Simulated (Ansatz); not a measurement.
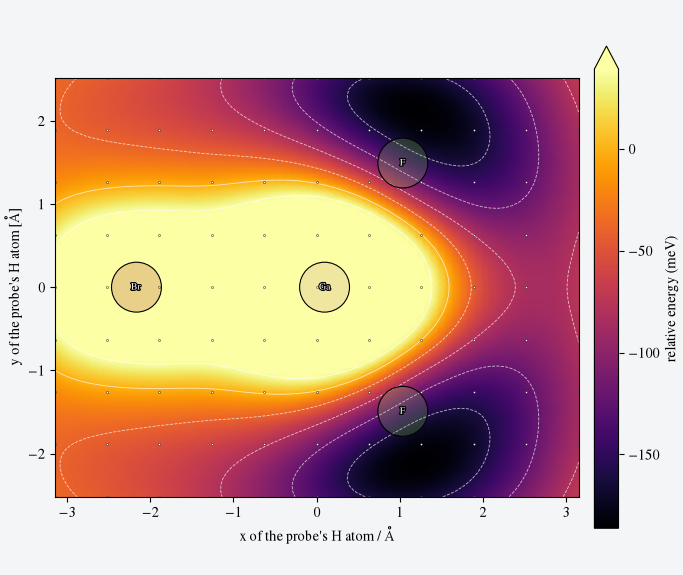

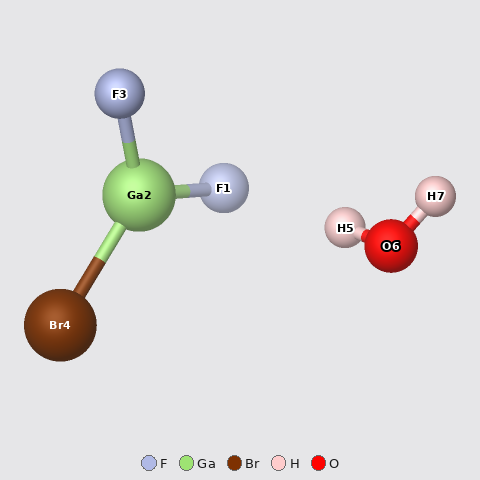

Energy landscape of BrF₂Ga (SMILES [F][Ga]([F])[Br]) with the probe H2O. The probe is moved over a plane parallel to the molecule's main plane, 2.10 Å above it. The first coordinate is: x of the probe's H atom; the second: y of the probe's H atom. Nothing is relaxed (molecule and probe rigid, the probe upright with H nearest the plane). The grid has 11 × 9 points; 55 points were computed and 44 follow by symmetry. All energies are given in meV relative to molecule and probe far apart, each relaxed in its own basis (no counterpoise correction). These are results of RKS PBE-D4/def2-SVPD in Ansatz, not measurements.

The picture shows a smooth colour map with a few white contour lines, dots at the grid points, labelled circles for the molecule's atoms, projected on the plane, one colour for all values above the top of the scale. Between grid points the surface is interpolated. The second picture is the structure at the lowest point.

> What does the map say about the system?

The lowest grid point is at x of the probe's H atom = 1.26 Å, y of the probe's H atom = −1.89 Å, −182 meV from molecule and probe far apart, each relaxed in its own basis (no counterpoise correction); the map holds 2 wells of about this depth. The bottom of the well lies between grid points, at about x of the probe's H atom = 1.27 Å, y of the probe's H atom = −2.07 Å, about 4.5 meV lower on the interpolated surface. No other kind of well shows on this grid. The highest grid point, x of the probe's H atom = 0.00 Å, y of the probe's H atom = 0.00 Å, lies 441 meV above the lowest. On the interpolated surface the easiest way out of the lowest well to a well of about the same depth near x of the probe's H atom = 1.26 Å, y of the probe's H atom = 1.89 Å passes a barrier of about 101 meV, counted from the interpolated bottom of the well. Near the minimum the curvatures are about 0.071 and 0.22 eV/Å² along the soft and the stiff direction.

Grid values (meV):

```tsv
y of the probe's H atom ↓, x of the probe's H atom →	−3.15	−2.52	−1.89	−1.26	−0.63	0.00	0.63	1.26	1.89	2.52	3.15
2.52	−36	−46	−58	−76	−101	−134	−161	−166	−144	−107	−70
1.89	−38	−44	−51	−61	−78	−111	−155	−182	−170	−129	−84
1.26	−18	−7	−5	−5	4	−3	−55	−120	−146	−126	−87
0.63	29	73	84	82	121	167	117	1	−81	−99	−80
0.00	58	123	137	127	183	260	212	68	−44	−84	−75
−0.63	29	73	84	82	121	167	117	1	−81	−99	−80
−1.26	−18	−7	−5	−5	4	−3	−55	−120	−146	−126	−87
−1.89	−38	−44	−51	−61	−78	−111	−155	−182	−170	−129	−84
−2.52	−36	−46	−58	−76	−101	−134	−161	−166	−144	−107	−70
```

The input of one point:

```yaml
crystal:
  periodic: [false, false, false]
  atoms:
    - { symbol: F, position_ang: [1.035827, -1.492962, -1.5e-05] }
    - { symbol: Ga, position_ang: [0.094856, 4.0e-06, 4.3e-05] }
    - { symbol: F, position_ang: [1.035871, 1.492939, -1.5e-05] }
    - { symbol: Br, position_ang: [-2.166554, 1.9e-05, -1.3e-05] }
    - { symbol: H, position_ang: [1.26, 1.89, 2.1] }
    - { symbol: O, position_ang: [1.26, 1.89, 3.072107] }
    - { symbol: H, position_ang: [2.20142, 1.89, 3.31445] }
basis:
  gaussian: { orbitals: def2-SVPD }
hamiltonian:
  xc: pbe
  dispersion: d4
output:
  forces: true
```

Each point was launched as `ansatz run input.yaml --threads 1 --pin off --max-ram 2560MiB --backend cpu --events-out ev --progress --plain --runs-dir out`. The whole map (55 points run) took 5.4 min on 1 thread of Intel(R) Xeon(R) Platinum 8488C (Sapphire Rapids) (shared host).
